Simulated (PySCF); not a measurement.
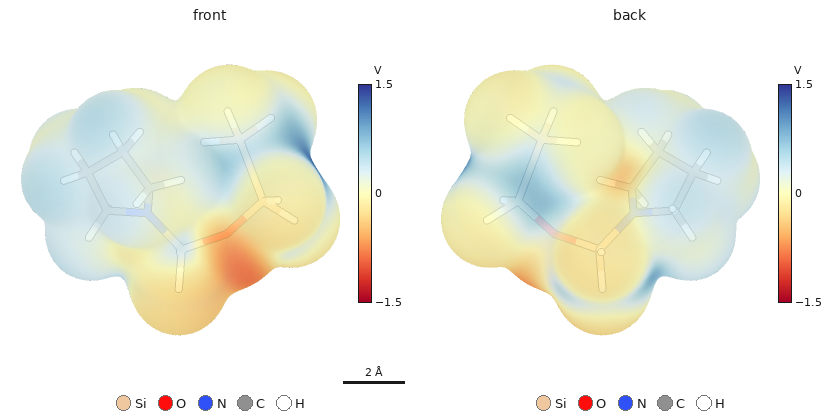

Figure. C4H15NOSi3 (SMILES [SiH3][SiH2]O[SiH2]N1CCCC1). The electrostatic potential painted on the density surface at 0.001 e/bohr³, seen from the front and from behind; the colour scale runs from red (negative) to blue (positive).

Geometry: GFN2-xTB.

Level of theory: PBE0/pcSseg-1, SCF density, gas phase, non-relativistic in PySCF.

```xyz
24

Si    2.3112    1.5960   -0.6550
Si    2.6082   -0.5595   -1.4048
O     1.2074   -1.3817   -1.3578
Si   -0.4095   -1.4074   -1.2931
N    -0.8901   -0.6217    0.1445
C    -0.1883   -0.6481    1.4066
C    -0.7059    0.6040    2.1078
C    -2.1918    0.5827    1.7417
C    -2.2329   -0.1296    0.3777
H     3.2103    2.5384   -1.3338
H     2.5972    1.7621    0.7796
H     0.9571    2.1346   -0.8420
H     3.4949   -1.3838   -0.5715
H     3.0529   -0.6757   -2.7999
H    -0.7020   -2.8414   -1.3920
H    -0.9668   -0.6273   -2.3983
H    -0.4471   -1.5437    1.9923
H     0.8889   -0.6410    1.2402
H    -0.5371    0.5891    3.1828
H    -0.2218    1.4842    1.6839
H    -2.6191    1.5824    1.6924
H    -2.7521    0.0094    2.4809
H    -2.9626   -0.9498    0.3895
H    -2.5128    0.5476   -0.4330
```

**Which sites attract a positive test charge, and which a negative one?**

A positive charge is drawn to the negative regions and a negative charge to the positive ones. The most negative region (about −0.8 V) lies over O3, the most positive (about +1.1 V) over Si2.
